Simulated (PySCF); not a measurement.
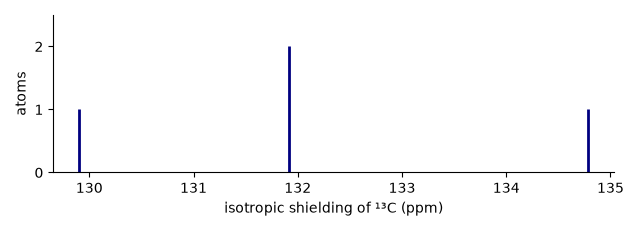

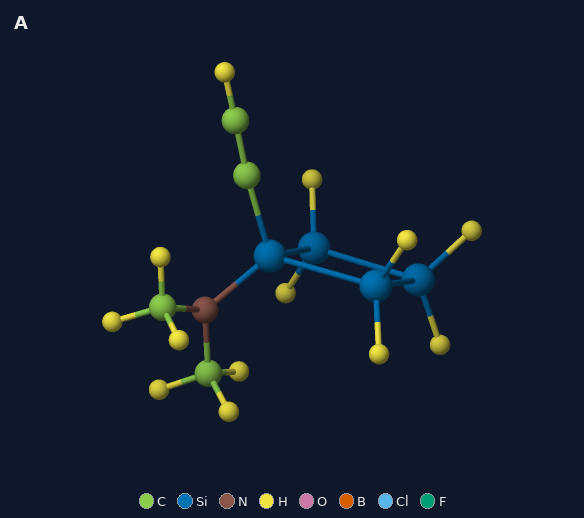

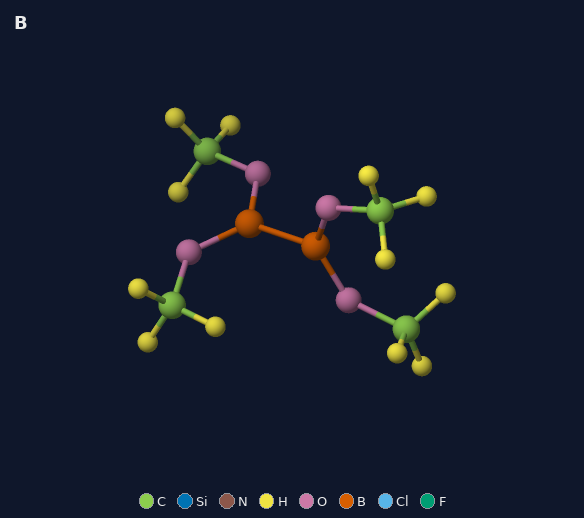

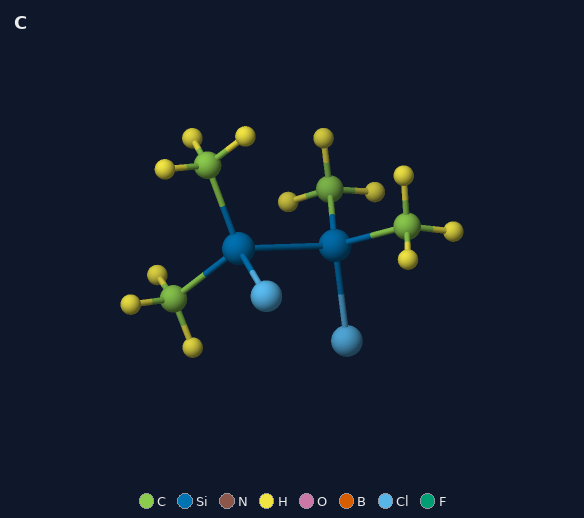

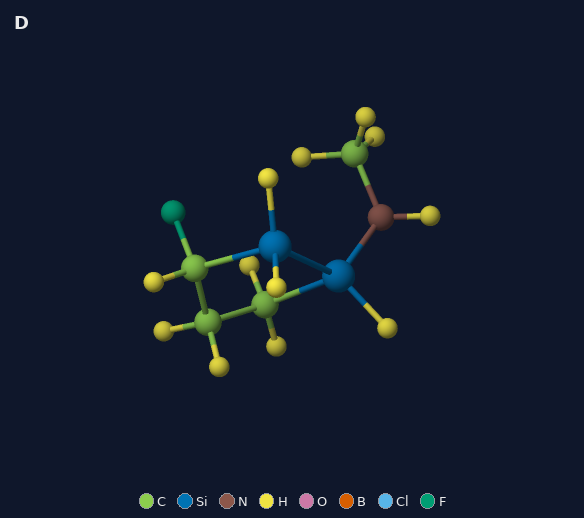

The sticks are computed shieldings of one of the molecules, for one fixed geometry (GFN2-xTB) without averaging over rotations. Low shielding means a high chemical shift. Method: GIAO PBE0/pcSseg-1 NMR shielding, non-relativistic, gas phase (PySCF 2.14.0).

Which molecule gives this pattern?

B, `COB(OC)B(OC)OC`. Its 4 C atoms give lines at 129.9, 131.9 (2 atoms), 134.8 ppm.

The geometry is semi-empirical. Around B, Si such bond lengths and angles can be off by a tenth of an ångström or more and by several degrees, and values that hang on the shape move with them.
